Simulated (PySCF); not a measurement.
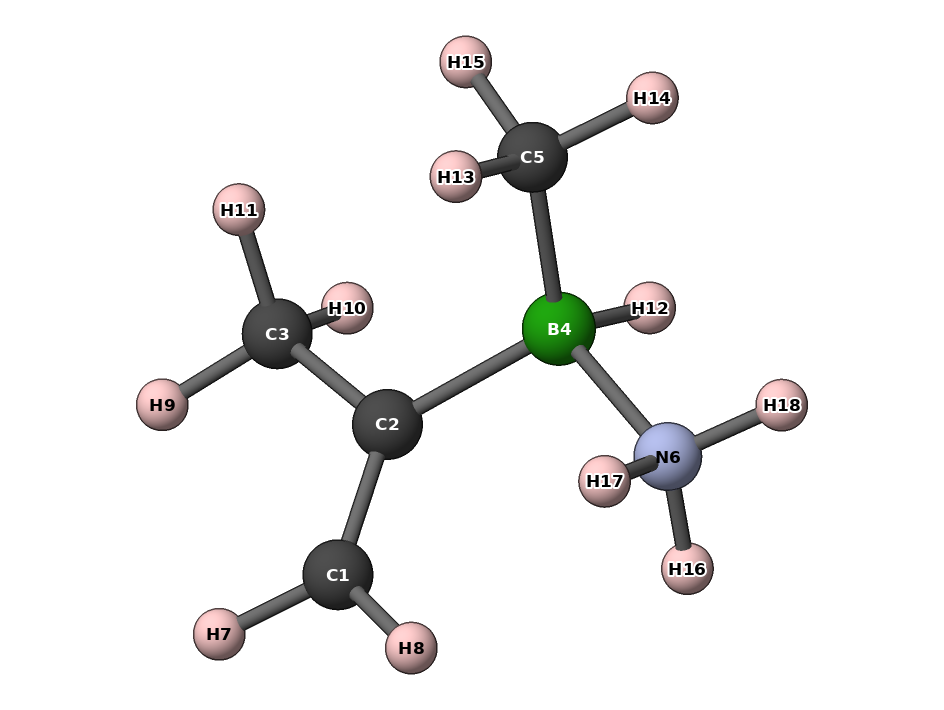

The questions are on isotropic NMR shieldings of the H atoms. The computed structure is the end point of a PBE0-D3(BJ)/def2-SVP optimisation. No frequency run is at hand to confirm it as a minimum. Method: GIAO PBE0/pcSseg-1 NMR shielding, non-relativistic, gas phase (PySCF 2.14.0).

List the isotropic NMR shieldings of the H atoms.

```tsv
atom	σ (ppm)
H7	26.31
H8	27.22
H9	29.60
H10	29.32
H11	29.23
H12	28.71
H13	31.93
H14	31.51
H15	30.78
H16	28.28
H17	28.75
H18	28.79
```
